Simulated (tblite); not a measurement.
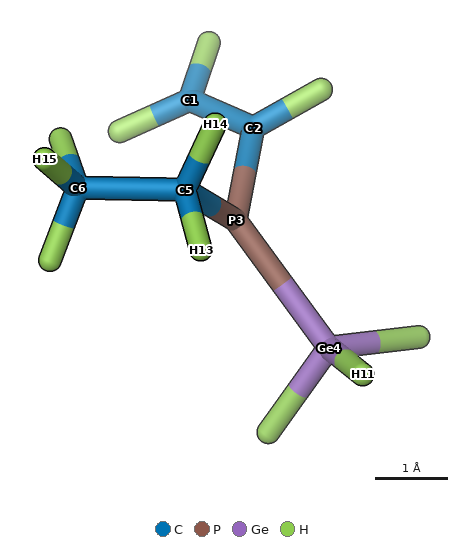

*The starting structure (stick view, seen at a tilt; atoms are numbered from 1 in the order of the input). Sticks mark near contacts.*

## Geometry relaxation of C4H11GeP (part 1 of 2)

C4H11GeP, SMILES C=C[P]([GeH3])CC, computed with GFN2-xTB geometry optimisation, gas phase (tblite 0.8.0).

**Output**
```
step      E/eV     max force
  0    -503.84156    2.271
  1    -504.03313    2.090
  2    -504.21174    1.877
  3    -504.37558    1.816
  4    -504.51293    1.286
  5    -504.61461    0.923
  6    -504.68065    0.779
  7    -504.73075    0.676
  8    -504.77840    0.524
  9    -504.81670    0.524
 10    -504.85838    0.570
 11    -504.89853    0.591
 12    -504.93207    0.654
 13    -504.96362    0.438
 14    -504.99404    0.464
 15    -505.02441    0.480
 16    -505.05951    0.655
 17    -505.09633    0.634
 18    -505.12799    0.369
 19    -505.15051    0.398
 20    -505.16930    0.406
 21    -505.18739    0.377
 22    -505.20284    0.335
 23    -505.21640    0.321
 24    -505.22825    0.236
 25    -505.23782    0.236
 26    -505.24599    0.283
 27    -505.25291    0.248
 28    -505.25805    0.184
 29    -505.26191    0.176
 30    -505.26478    0.126
 31    -505.26727    0.141
 32    -505.26954    0.120
 33    -505.27179    0.105
 34    -505.27411    0.099
 35    -505.27633    0.127
 36    -505.27886    0.154
 37    -505.28169    0.166
 38    -505.28466    0.137
 39    -505.28768    0.143
 40    -505.29107    0.157
 41    -505.29481    0.177
 42    -505.29811    0.183
 43    -505.30049    0.153
 44    -505.30202    0.091
 45    -505.30306    0.076
 46    -505.30412    0.088
 47    -505.30554    0.089
 48    -505.30732    0.121
 49    -505.30914    0.128
 50    -505.31057    0.083
 51    -505.31161    0.082
 52    -505.31256    0.078
 53    -505.31371    0.094
 54    -505.31497    0.089
 55    -505.31609    0.092
 56    -505.31707    0.106
 57    -505.31829    0.106
 58    -505.32014    0.127
 59    -505.32257    0.118
 60    -505.32494    0.118
 61    -505.32692    0.108
 62    -505.32851    0.116
 63    -505.33032    0.105
 64    -505.33221    0.074
 65    -505.33368    0.099
 66    -505.33514    0.119
 67    -505.33720    0.120
 68    -505.34040    0.123
 69    -505.34464    0.135
 70    -505.34882    0.149
 71    -505.35174    0.145
 72    -505.35262    0.202
 73    -505.35624    0.112
 74    -505.35858    0.102
 75    -505.36375    0.136
 76    -505.36679    0.171
 77    -505.36996    0.173
 78    -505.37394    0.137
 79    -505.37658    0.111
 80    -505.37902    0.130
 81    -505.38145    0.141
 82    -505.38277    0.109
 83    -505.38362    0.074
 84    -505.38417    0.064
 85    -505.38480    0.056
 86    -505.38520    0.058
 87    -505.38554    0.056
 88    -505.38583    0.050
 89    -505.38613    0.037
 90    -505.38636    0.033
 91    -505.38649    0.034
 92    -505.38657    0.024
 93    -505.38667    0.025
 94    -505.38680    0.025
 95    -505.38693    0.034
 96    -505.38703    0.032
 97    -505.38710    0.022
 98    -505.38719    0.032
 99    -505.38731    0.033
100    -505.38743    0.025
101    -505.38754    0.025
102    -505.38764    0.025
103    -505.38778    0.031
104    -505.38800    0.041
105    -505.38833    0.047
106    -505.38873    0.054
107    -505.38908    0.046
108    -505.38932    0.042
109    -505.38948    0.035
110    -505.38965    0.030
111    -505.38983    0.037
112    -505.39000    0.029
113    -505.39014    0.027
114    -505.39023    0.026
115    -505.39031    0.024
116    -505.39038    0.020
117    -505.39044    0.017
118    -505.39048    0.012
119    -505.39050    0.011
120    -505.39053    0.015
121    -505.39058    0.019
122    -505.39066    0.023
123    -505.39079    0.030
124    -505.39098    0.043
125    -505.39122    0.051
126    -505.39147    0.040
127    -505.39168    0.036
128    -505.39182    0.035
129    -505.39195    0.043
130    -505.39210    0.049
131    -505.39234    0.053
132    -505.39274    0.057
133    -505.39328    0.066
134    -505.39386    0.067
135    -505.39275    0.256
136    -505.39452    0.041
137    -505.39479    0.036
138    -505.39452    0.196
139    -505.39553    0.029
140    -505.39583    0.030
141    -505.39480    0.201
142    -505.39652    0.037
143    -505.39685    0.035
144    -505.39615    0.248
145    -505.39769    0.039
146    -505.39800    0.034
147    -505.39847    0.104
148    -505.39878    0.042
149    -505.39894    0.028
150    -505.39912    0.026
151    -505.39922    0.023
152    -505.39934    0.048
153    -505.39946    0.059
154    -505.39967    0.055
155    -505.39999    0.058
156    -505.40049    0.050
157    -505.40107    0.070
158    -505.40147    0.092
159    -505.40038    0.230
160    -505.40200    0.039
161    -505.40222    0.039
162    -505.40266    0.121
163    -505.40307    0.051
164    -505.40332    0.036
165    -505.40404    0.035
166    -505.40430    0.040
167    -505.40447    0.044
168    -505.40454    0.023
169    -505.40465    0.017
170    -505.40476    0.014
171    -505.40478    0.013
172    -505.40480    0.011
173    -505.40482    0.012
174    -505.40484    0.014
175    -505.40487    0.023
176    -505.40492    0.029
177    -505.40501    0.031
178    -505.40516    0.027
179    -505.40536    0.029
180    -505.40558    0.026
181    -505.40580    0.033
182    -505.40601    0.038
183    -505.40603    0.109
184    -505.40634    0.074
185    -505.40649    0.036
186    -505.40671    0.022
187    -505.40689    0.033
188    -505.40715    0.039
189    -505.40755    0.043
190    -505.40804    0.046
191    -505.40853    0.041
192    -505.40884    0.079
193    -505.40906    0.059
194    -505.40937    0.048
195    -505.40958    0.045
196    -505.40982    0.042
197    -505.41011    0.050
198    -505.41060    0.037
199    -505.41078    0.130
200    -505.41100    0.061
201    -505.41130    0.034
202    -505.41144    0.043
203    -505.41163    0.039
204    -505.41175    0.036
205    -505.41191    0.033
206    -505.41209    0.031
207    -505.41231    0.032
208    -505.41250    0.034
209    -505.41266    0.041
210    -505.41287    0.038
211    -505.41306    0.040
212    -505.41322    0.032
213    -505.41348    0.029
214    -505.41378    0.033
215    -505.41416    0.038
216    -505.41462    0.042
217    -505.41506    0.069
218    -505.41515    0.048
219    -505.41583    0.052
220    -505.41610    0.040
221    -505.41628    0.028
222    -505.41634    0.022
223    -505.41640    0.024
224    -505.41644    0.022
225    -505.41647    0.012
226    -505.41649    0.010
227    -505.41651    0.010
228    -505.41652    0.008
```

**Trajectory as extended XYZ (Å, eV, eV/Å), 13 of the 229 frames kept, from step=0 to step=228**
```
17
Properties=species:S:1:pos:R:3:forces:R:3 step=0 energy=-503.84156
C     1.9534   -1.6053   -0.9455   -0.6700   0.8210  -0.0090
C     1.2550   -0.4931   -1.2353    0.6970  -1.0470  -1.0710
P     0.2007    0.3867   -0.0974    1.1100  -0.2800   1.9610
Ge    0.7494    2.4721    0.4486   -0.1870   0.8800  -0.2820
C    -1.5538   -0.0825   -0.0031   -1.6800   1.0490  -0.0880
C    -1.7013   -1.2561    0.9381   -0.1870  -1.0000  -0.2370
H     2.5629   -2.0466   -1.7220    0.0120  -0.0540   0.2120
H     1.9330   -2.0884    0.0245   -0.0520   0.1490  -0.2320
H     1.3867   -0.1206   -2.2540   -0.1380   0.1710   0.1550
H     1.2789    2.4640    1.9209   -0.2170  -0.0230  -0.6840
H    -0.5189    3.3651    0.4095    0.4270  -0.1780   0.1500
H     1.8133    3.1401   -0.4516   -0.2480  -0.1970   0.3360
H    -2.1185    0.7682    0.4873    0.6860  -0.3950  -0.6780
H    -2.0231   -0.2438   -0.9935    0.2300  -0.1370   0.3590
H    -2.7349   -1.6645    0.9066    0.6180   0.2100  -0.0150
H    -0.9933   -2.0416    0.5832   -0.5610   0.3530   0.6660
H    -1.4966   -0.9417    1.9739    0.1630  -0.3230  -0.5420
17
Properties=species:S:1:pos:R:3:forces:R:3 step=19 energy=-505.15051
C     1.8976   -1.5512   -1.0168    0.1650  -0.0220  -0.0310
C     1.1738   -0.4470   -1.0671    0.1010   0.0350   0.0700
P     0.4874    0.1521    0.5056   -0.0800  -0.0030   0.0900
Ge    0.7187    2.4536    0.3616    0.0460   0.0690   0.1440
C    -1.3205   -0.1049    0.0940    0.0900   0.0100   0.0070
C    -1.8039   -1.3133    0.8836   -0.0330  -0.0540   0.0940
H     2.4167   -1.9954   -1.8436   -0.0860  -0.0230  -0.3540
H     2.0346   -2.0637   -0.0816    0.0530   0.0010   0.1710
H     0.9740    0.1053   -1.9794    0.1040  -0.0840   0.0140
H     1.2618    2.6866    1.7676   -0.0660   0.2450  -0.3070
H    -0.5239    3.3335    0.2511    0.1540  -0.1630   0.0380
H     1.7111    3.0939   -0.5996   -0.1060  -0.1360   0.1580
H    -1.8740    0.7856    0.3913   -0.1370   0.0170  -0.0230
H    -1.4132   -0.2592   -0.9854   -0.1550   0.0250   0.1040
H    -2.8657   -1.5006    0.7502   -0.0650   0.0270  -0.1500
H    -1.2527   -2.2101    0.6165    0.0270  -0.0510  -0.2000
H    -1.6288   -1.1531    1.9419   -0.0140   0.1070   0.1750
17
Properties=species:S:1:pos:R:3:forces:R:3 step=38 energy=-505.28466
C     1.9642   -1.5454   -1.0445   -0.0380   0.0610   0.0370
C     1.2229   -0.4551   -0.9378   -0.0350   0.0380   0.0150
P     0.5252    0.0963    0.6609    0.0190   0.0040   0.0110
Ge    0.7385    2.4123    0.4068    0.0290  -0.1240   0.0500
C    -1.2825   -0.0860    0.1712   -0.0090   0.0350   0.0330
C    -1.8636   -1.3144    0.8599    0.0170  -0.0370   0.0070
H     2.3279   -1.9093   -1.9952    0.0040   0.0430   0.0740
H     2.2303   -2.1181   -0.1698    0.0240  -0.0090  -0.0470
H     0.9414    0.1235   -1.8110    0.0340  -0.0270  -0.0570
H     1.2832    3.0280    1.6743   -0.0330  -0.0650  -0.1120
H    -0.5588    3.1505    0.1756    0.0240  -0.0010  -0.0330
H     1.6711    2.8880   -0.6771   -0.0250   0.0100  -0.0030
H    -1.8252    0.8115    0.4771   -0.0460  -0.0210   0.0730
H    -1.3673   -0.1820   -0.9137    0.0140   0.0130  -0.0070
H    -2.9165   -1.4535    0.6258   -0.0520   0.1070  -0.0520
H    -1.3369   -2.2132    0.5496    0.0880  -0.0300  -0.0350
H    -1.7610   -1.2211    1.9379   -0.0150   0.0040   0.0450
17
Properties=species:S:1:pos:R:3:forces:R:3 step=57 energy=-505.31829
C     2.0237   -1.4912   -1.0249   -0.0450   0.0000  -0.0020
C     1.2137   -0.4544   -0.8934   -0.0810  -0.0640  -0.0240
P     0.5289    0.0607    0.7227    0.0780   0.0050  -0.0050
Ge    0.7562    2.3405    0.3410    0.0080  -0.0540   0.0580
C    -1.2949   -0.0345    0.2969   -0.0580  -0.0580  -0.0160
C    -1.9050   -1.3281    0.8234   -0.0050  -0.0350   0.0020
H     2.4130   -1.7967   -1.9836    0.0220   0.0120  -0.0060
H     2.3211   -2.0876   -0.1785    0.0210   0.0220   0.0430
H     0.9156    0.1228   -1.7646   -0.0140  -0.0330   0.0250
H     1.3060    3.0398    1.5483    0.0020   0.0490   0.0000
H    -0.5527    3.0276    0.0519    0.0030   0.0680  -0.0150
H     1.6679    2.7322   -0.7884    0.0080   0.0160  -0.0140
H    -1.8002    0.8221    0.7527   -0.0090  -0.0330   0.0090
H    -1.4245    0.0232   -0.7871    0.0160   0.0430  -0.0080
H    -2.9419   -1.4224    0.5002    0.0410   0.0110   0.0060
H    -1.3508   -2.1938    0.4622   -0.0100   0.0320  -0.0420
H    -1.8831   -1.3481    1.9113    0.0240   0.0210  -0.0120
17
Properties=species:S:1:pos:R:3:forces:R:3 step=76 energy=-505.36679
C     2.0630   -1.4278   -0.9279    0.0500  -0.0050  -0.0030
C     1.0724   -0.5556   -0.8350   -0.0550   0.0140  -0.0120
P     0.4986    0.0783    0.7791    0.0650   0.0400   0.0010
Ge    0.7986    2.3369    0.2682    0.0210  -0.0590   0.0320
C    -1.3368    0.0307    0.4508   -0.0340  -0.1380   0.0280
C    -1.8907   -1.3698    0.6799   -0.0700  -0.0830   0.0020
H     2.4365   -1.7690   -1.8828   -0.0470  -0.0500   0.0520
H     2.5472   -1.8309   -0.0499   -0.0120   0.0910  -0.0710
H     0.5717   -0.1910   -1.7307    0.0430   0.0010   0.1050
H     1.3800    3.1084    1.4182    0.0050  -0.0240   0.0220
H    -0.4397    3.1209   -0.0999    0.0240  -0.0490  -0.0330
H     1.7688    2.5656   -0.8581   -0.0200   0.0390  -0.0290
H    -1.8216    0.7285    1.1317   -0.0380   0.1180   0.1180
H    -1.5452    0.3590   -0.5685    0.0040  -0.0080  -0.1090
H    -2.9441   -1.4059    0.4052   -0.0010  -0.0230  -0.0560
H    -1.3473   -2.1034    0.0819   -0.0520   0.0590   0.0270
H    -1.8186   -1.6630    1.7279    0.1170   0.0770  -0.0730
17
Properties=species:S:1:pos:R:3:forces:R:3 step=95 energy=-505.38693
C     2.0711   -1.3827   -0.8829    0.0100  -0.0120   0.0020
C     1.0035   -0.6111   -0.7639   -0.0050   0.0240  -0.0230
P     0.4808    0.0947    0.8323   -0.0090   0.0030   0.0080
Ge    0.8393    2.3191    0.2424    0.0030  -0.0130   0.0130
C    -1.3602    0.0622    0.5055    0.0190  -0.0090   0.0080
C    -1.8792   -1.3664    0.5938   -0.0020   0.0010  -0.0030
H     2.3769   -1.7985   -1.8305    0.0080   0.0040   0.0060
H     2.6818   -1.6301   -0.0297    0.0050   0.0050  -0.0070
H     0.3857   -0.3817   -1.6271    0.0010  -0.0160   0.0050
H     1.4124    3.1130    1.3818   -0.0100  -0.0050  -0.0010
H    -0.3918    3.0851   -0.1761    0.0020  -0.0020  -0.0030
H     1.8146    2.5162   -0.8856   -0.0020   0.0040  -0.0020
H    -1.8483    0.6847    1.2603    0.0100   0.0140  -0.0020
H    -1.5754    0.4869   -0.4797   -0.0080  -0.0140   0.0000
H    -2.9475   -1.4012    0.3867   -0.0030  -0.0020   0.0080
H    -1.3659   -2.0040   -0.1251   -0.0140   0.0070  -0.0080
H    -1.7047   -1.7742    1.5878   -0.0060   0.0110  -0.0020
```
